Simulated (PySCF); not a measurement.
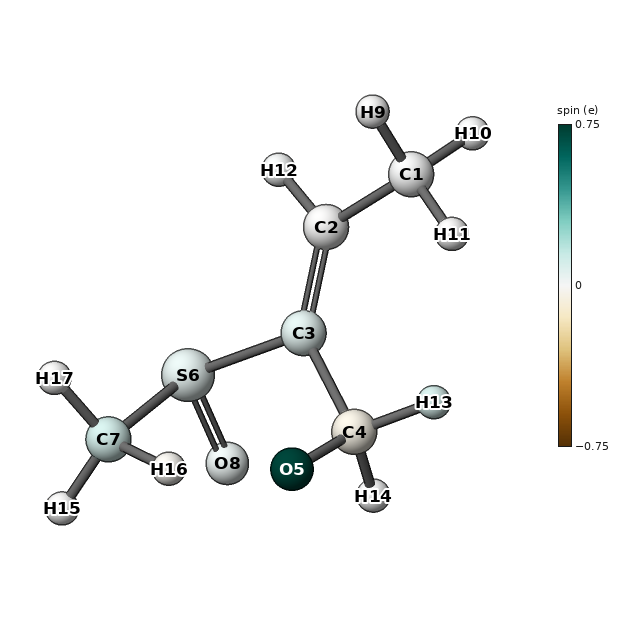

Atoms are coloured by their Mulliken spin populations. State: neutral, doublet. The geometry was computed by an optimisation with GFN2-xTB. No frequency run is at hand to confirm it as a minimum. Level of theory: UKS B3LYP, pcH-1 on C H O S, non-relativistic (PySCF 2.14.0).

List the Mulliken spin populations.

```json
{"atom": "C1", "value (e)": "0.00"}
{"atom": "C2", "value (e)": "0.00"}
{"atom": "C3", "value (e)": "0.06"}
{"atom": "C4", "value (e)": "−0.05"}
{"atom": "O5", "value (e)": "0.71"}
{"atom": "S6", "value (e)": "0.05"}
{"atom": "C7", "value (e)": "0.11"}
{"atom": "O8", "value (e)": "0.03"}
{"atom": "H9", "value (e)": "0.00"}
{"atom": "H10", "value (e)": "0.00"}
{"atom": "H11", "value (e)": "0.00"}
{"atom": "H12", "value (e)": "0.01"}
{"atom": "H13", "value (e)": "0.10"}
{"atom": "H14", "value (e)": "0.00"}
{"atom": "H15", "value (e)": "0.00"}
{"atom": "H16", "value (e)": "−0.02"}
{"atom": "H17", "value (e)": "0.00"}
```

The run warned: orbitally degenerate or nearly so: second-order g, spin-orbit hyperfine and D do not apply.

Mulliken values depend strongly on the basis set.
